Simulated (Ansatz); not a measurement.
Electronic density of states of amorphous Ga₂₄O₃₈Ti, density 4.92 g/cm³, on a 2×2×2 Γ-centred mesh with a Gaussian width of 0.1 eV; energies count from the Fermi level, whose place inside the gap is arbitrary. Cell and mesh are small, so fine structure isn't converged. Method: PBE, scalar-relativistic without spin-orbit coupling (plane waves to 420 eV, PAW; Ansatz, a program for electronic structure). Sampling: a 2×2×2 Γ-centred mesh; Fermi-Dirac width 0.02 eV; no spin polarisation.

Preparation: random packing, a CHGNet melt and quench, and a DFT relaxation. O atoms were pushed apart under 1.9 Å during the dynamics, to hinder bonds among them. The hot cell started wider than the set density and was brought back towards it in steps. It is the lowest in DFT energy of 2 quenches. It is a model cell: composition and starting density were chosen by hand, and all elements were melted together. No dispersion term was used. Its density started from a set value of 4.92 and ended at 4.92 g/cm³. The quench (nominally 280 K/ps over its main leg) was far faster than any real one, so the model tends to hold more defects than a real film. One small periodic cell is one sample of the glass; other quenches scatter about these values. The volume was held where the preparation left it and the shape relaxed, at a PBE pressure of -0.1 GPa (tension).

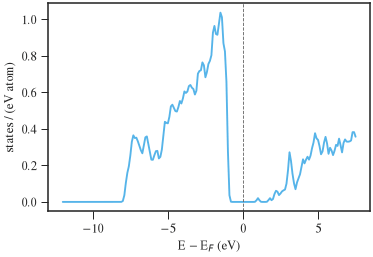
Density of states per atom

The gap on this mesh is 2.03 eV; the broadening fills part of it in the curve.
